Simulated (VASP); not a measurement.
Band structure of AlAs (zinc blende). All values below come from optB86b-vdW, VASP's PBE PAW potentials (set 64) (plane waves; VASP).

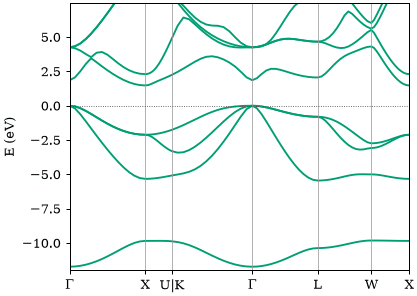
Bands along high-symmetry lines, zero at the valence-band maximum or, without a gap, the Fermi level

**Question.** Read the plot: is there a gap, and where are the band edges?

**Answer.** The gap is indirect, 1.48 eV, from the valence maximum at Γ to the conduction minimum at X. (Edges off the drawn lines would not show.)

Measured: gap 2.28 eV (computed value off by -0.80 eV), as given by Wei Chen et al., Physical Review Materials (2018), doi:10.1103/physrevmaterials.2.073803 [zero-point renormalisation of 0.04 eV added back (the table's ZPR column)].

The compound is AlAs in the zinc blende structure. It was relaxed first.
